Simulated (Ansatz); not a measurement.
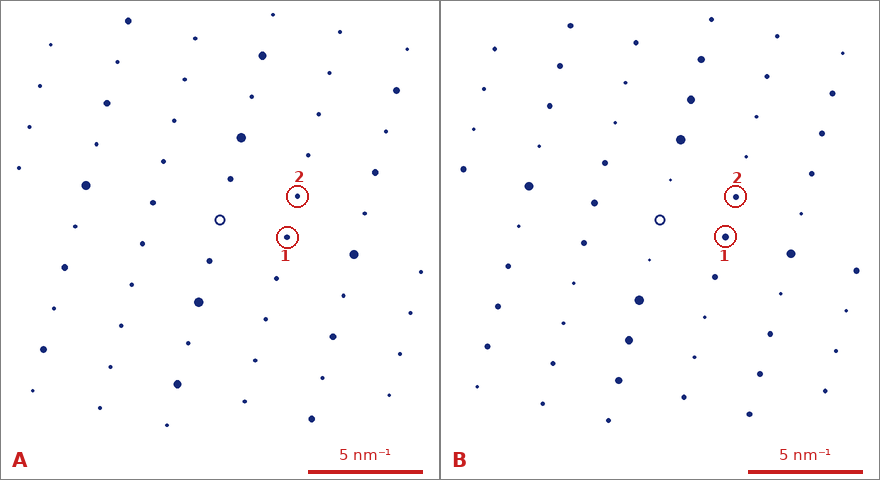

Kinematic electron diffraction patterns (200 kV, B = 0.5 Å², same scale) along [110] of the run's own cell, for the start and the end of one relaxation of Rb2As6Au with DFT, PAW plane waves, pbesol (Ansatz 0.2.0). k mesh 6×6×6. The start is a generated model structure, and the relaxation ends in the nearest stationary point of its symmetry, not necessarily the ground state. Spot 1 is -1 1 0 and spot 2 is -1 1 1 in both.

Start structure:

```yaml
crystal:
  lattice:
    - [0.00000, 4.64998, 4.64998]
    - [4.64998, 0.00000, 4.64998]
    - [4.64998, 4.64998, 0.00000]
  atoms:
    - { symbol: Au, position: [0.00000, 0.00000, 0.00000] }
    - { symbol: Rb, position: [0.25000, 0.25000, 0.25000] }
    - { symbol: Rb, position: [0.75000, 0.75000, 0.75000] }
    - { symbol: As, position: [0.75000, 0.25000, 0.25000] }
    - { symbol: As, position: [0.25000, 0.75000, 0.25000] }
    - { symbol: As, position: [0.25000, 0.75000, 0.75000] }
    - { symbol: As, position: [0.75000, 0.25000, 0.75000] }
    - { symbol: As, position: [0.25000, 0.25000, 0.75000] }
    - { symbol: As, position: [0.75000, 0.75000, 0.25000] }
```

Which pattern belongs to the start structure, and which to the relaxed one?

A is the start: its cell gives d(1) = 3.288 Å, d(2) = 2.804 Å and an angle of 31.5°. B is the relaxed structure, with d(1) = 3.366 Å (+2.4 %), d(2) = 2.871 Å (+2.4 %) and 31.5°.

Name reflections whose intensity changes strongly on relaxation.

0 0 3 goes from 3.7 to 56 % of the strongest spot; 0 0 1 goes from 11 to 0.078 % of the strongest spot; 2 -2 -3 goes from 1.6 to 13 % of the strongest spot.

Summarise the relaxation behind the change.

The volume changed by +7.3 % to 23.98 Å³ an atom; with the mean shift removed, the atoms moved by up to 0.42 Å relative to the cell (As most); the space group stayed Fm-3m (No. 225); the free energy fell by 480 meV an atom. Relaxed cell: a = 6.733 Å, b = 6.733 Å, c = 6.733 Å, α = 60.00°, β = 60.00°, γ = 60.00°.
